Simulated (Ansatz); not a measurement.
# Hypothetical zinc blende CaO, response to strain

The parent structure is CaO in the zinc blende structure (space group F-43m, No. 216; a hypothetical phase, not in the database extracts checked).

CaO is modelled in the cubic space group F-43m (No. 216), the zinc blende structure, Pearson symbol cF8. Conventional cell: a = b = c = 5.244 Å, α = β = γ = 90.00°. O on 4c is coordinated by 4 Ca at 2.271 Å (tetrahedral). Ca on 4a is surrounded by 4 O at 2.271 Å (tetrahedral). (Neighbours: up to the widest gap in distance over summed covalent radii, below 1.35, at either atom; cation-cation and far metal-metal contacts left out.)
(The calculation used a cell of 2 atoms; values per cell refer to that cell.)

Strains are applied to the cell and any free atomic positions relax.

All numbers come from PBE (Ansatz, a program for electronic structure, PAW, without spin-orbit coupling).

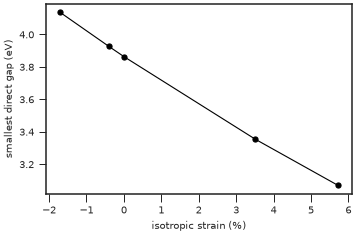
Smallest direct gap against isotropic strain

Q: From the plot, what is the smallest direct gap for isotropic strain +3.51 %?

A: About 3.35 eV.

Q: Is the trend monotonic over the range shown?

A: Yes, it falls throughout, spanning 3.07 eV to 4.14 eV.

Stability against distortions was not tested.
